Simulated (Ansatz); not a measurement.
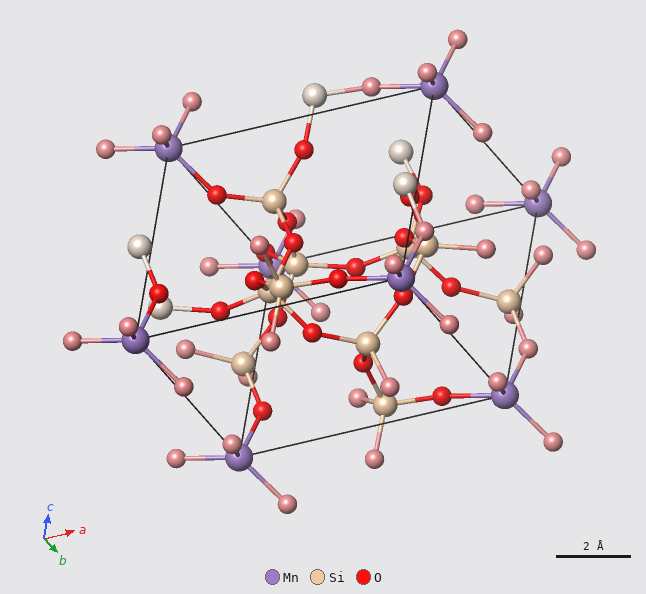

Ball-and-stick representation of a periodic structure, projected from a general direction. The frame is the simulation cell; atoms at its boundary are shown with their periodic copies. Every bond is drawn to its end, so some atoms lie outside the box, in fainter colours.

Notes on the structure:

- The formula is MnSi₈O₁₈.
- There is no symmetry operation other than the lattice translations (P1).
- Content of the cell: 1 Mn, 8 Si, 18 O (Z = 1).
- Mn is surrounded by four O in a distorted tetrahedral arrangement at about 1.8 Å. Around each Si lie four O in a tetrahedral arrangement at about 1.6 to 1.7 Å.
- The bonds build a three-dimensional framework.

The structure was taken from a structure listed in the Materials Project, repeated into a supercell with a point defect put in. The atoms were relaxed in a fixed cell with DFT PBE, scalar-relativistic, plane waves, PAW in Ansatz.
